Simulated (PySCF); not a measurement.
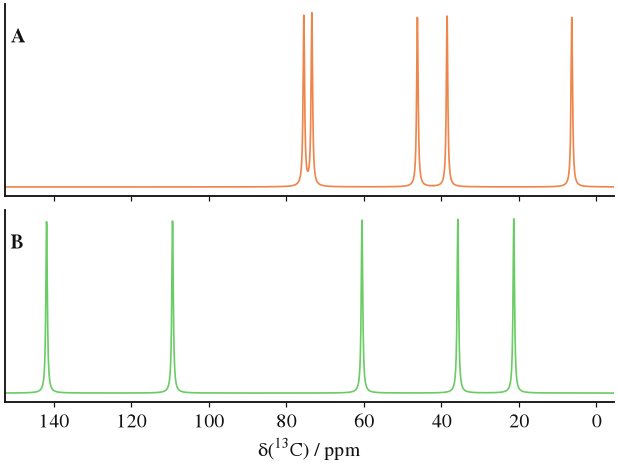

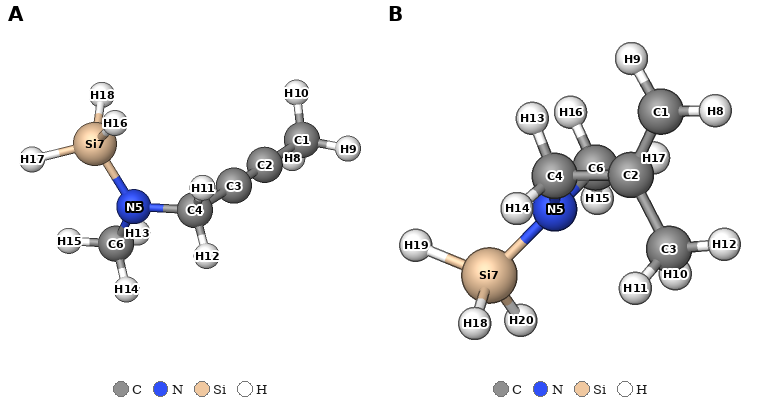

Related molecules: A is C₅H₁₁NSi, SMILES CC#CCN(C)[SiH3]; B is C₅H₁₃NSi, SMILES C=C(C)CN(C)[SiH3]. GIAO ¹³C shifts against TMS, KT3/pcSseg-1 in PySCF, at a PBE0-D3(BJ)/def2-SVP geometry (no frequency check); fully decoupled, line heights follow the number of nuclei within a panel, widths are arbitrary (no quadrupolar broadening); values of one conformer, averaged over nuclei that symmetry, rotation about single bonds or inversion at nitrogen exchange, these motions taken as fast; other conformers aren't averaged in.

Assign the ¹³C signals of each molecule.

Answer. A: 75.5 (C2); 73.4 (C3); 46.2 (C4); 38.5 (C6); 6.3 (C1)
B: 141.8 (C2); 109.3 (C1); 60.5 (C4); 35.7 (C6); 21.3 (C3)
